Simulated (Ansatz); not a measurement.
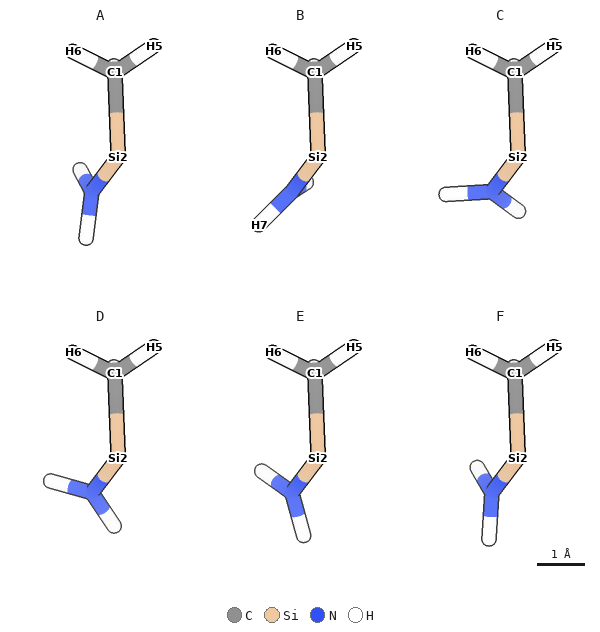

Frames of a one-coordinate scan of CH5NSi. A stick model, seen almost along the central bond, with a slight tilt.

Level of theory: CCSD(T) (def2-TZVPP, Ansatz), on geometries moved rigidly from the minimum at PBE0-D4/def2-TZVP. Coupled cluster with a frozen core. Energies are counted from the PBE0-D4/def2-TZVP minimum geometry at the same level.

Question: Which coordinate changes from frame to frame?

Answer: One C–Si–N–H dihedral angle is varied, with the rest of the molecule carried along rigidly. In the frames the dihedral is −178.3° (A), −132.9° (B), −81.5° (C), −55.8° (D), −30.1° (E), −4.4° (F). Their energies are 0.0 kJ/mol, 46.0 kJ/mol, 106.4 kJ/mol, 69.5 kJ/mol, 24.9 kJ/mol, 1.9 kJ/mol.
